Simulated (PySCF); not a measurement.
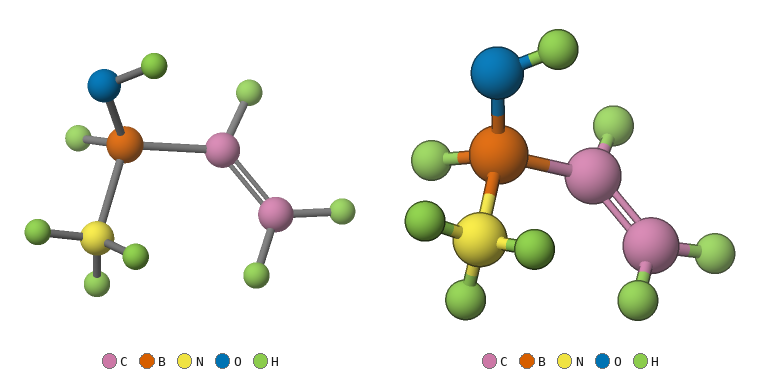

The same structure drawn twice, from different directions.

Computed geometry: PBE0-D3(BJ)/def2-SVP optimisation. No frequency run is at hand to confirm it as a minimum.

Give the formula.

C2H8BNO, 13 atoms: 2 carbon, 8 hydrogen, 1 boron, 1 nitrogen and 1 oxygen.

Give a SMILES string for it.

C=C[B@@H-]([NH3+])O

Count the bonded pairs by element.

3 C–H, 3 N–H, 1 C–C, 1 C–B, 1 B–N, 1 B–O, 1 B–H, 1 O–H.

More results for the same structure follow; atom numbers are the same in all pictures, views and colours differ.

## Geometry

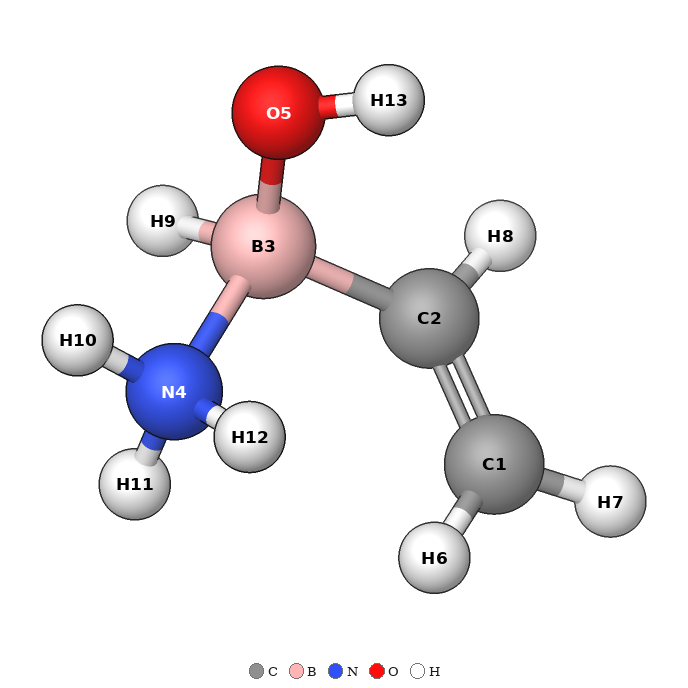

The atoms are numbered. No frequency run is at hand to confirm it as a minimum.

Estimate the angles C2–C1–H6, C2–B3–N4, C2–B3–O5, C2–B3–H9, B3–C2–H8, B3–N4–H10, B3–N4–H11, B3–N4–H12, B3–O5–H13, N4–B3–O5, N4–B3–H9, O5–B3–H9.

| angle | degrees |
| --- | --- |
| C2–C1–H6 | 122.6 |
| C2–B3–N4 | 107.3 |
| C2–B3–O5 | 115.7 |
| C2–B3–H9 | 113.1 |
| B3–C2–H8 | 115.3 |
| B3–N4–H10 | 107.0 |
| B3–N4–H11 | 112.2 |
| B3–N4–H12 | 111.6 |
| B3–O5–H13 | 110.6 |
| N4–B3–O5 | 105.0 |
| N4–B3–H9 | 101.9 |
| O5–B3–H9 | 112.4 |

## Electronic properties

No frequency run is at hand to confirm it as a minimum. Properties computed with PBE0/IGLO-III, gas phase (PySCF 2.14.0).

Estimate the dipole moment.

4.33 D.

Estimate the LUMO energy (Kohn–Sham orbital).

−0.14 eV.

Estimate the HOMO energy (Kohn–Sham orbital).

−7.01 eV.

## NMR shielding

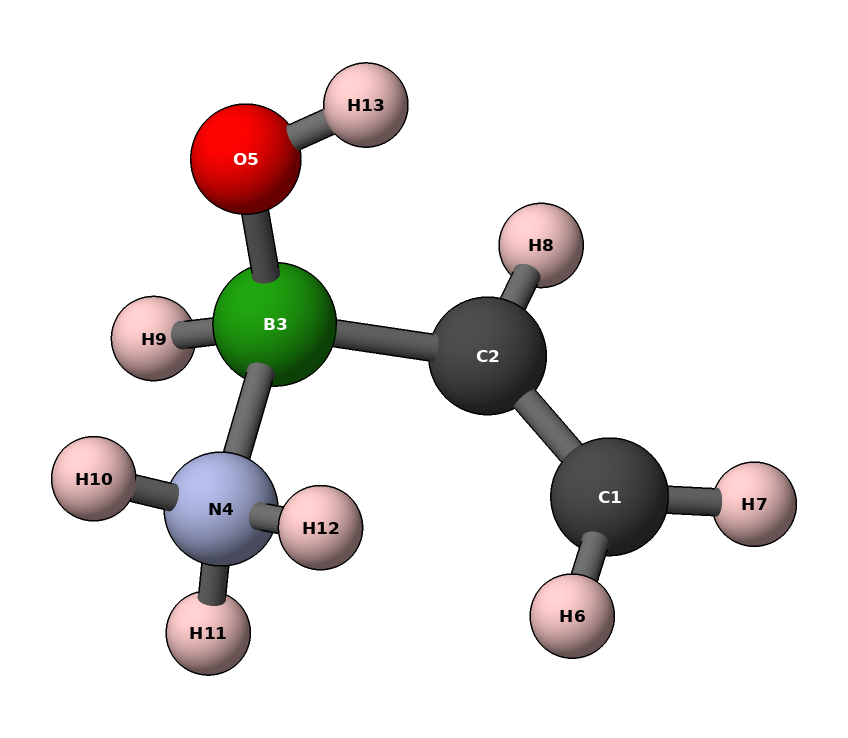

No frequency run is at hand to confirm it as a minimum. Method: GIAO OPBE/pcSseg-2 NMR shielding, non-relativistic, gas phase (PySCF 2.14.0). Principal shieldings σ11 ≤ σ22 ≤ σ33, span Ω = σ33 − σ11, skew κ = 3(σiso − σ22)/Ω.

Give the shielding tensors of the N atoms.

| atom | σ11 | σ22 | σ33 | σiso | Ω | κ |
| --- | --- | --- | --- | --- | --- | --- |
| N4 | 194.6 | 210.9 | 224.4 | 210.0 | 29.8 | −0.10 |

Shieldings and span in ppm.

## Polarisability

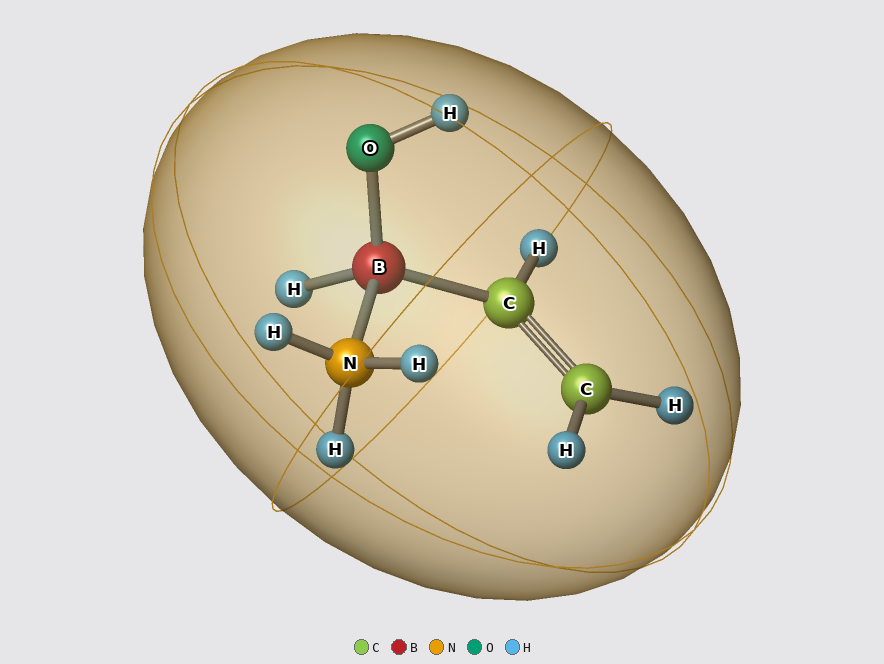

The ellipsoid shows the static dipole polarisability: its half-axes are proportional to the principal values. No frequency run is at hand to confirm it as a minimum. Computed with HF/def2-SVPD (PySCF 2.14.0).

Give the principal values, the mean and the anisotropy.

Principal values 46.5, 51.8, 64.2 bohr³; mean 54.2 bohr³ (8.03 Å³); anisotropy 15.8 bohr³, so the longest axis is 1.38 times the shortest.
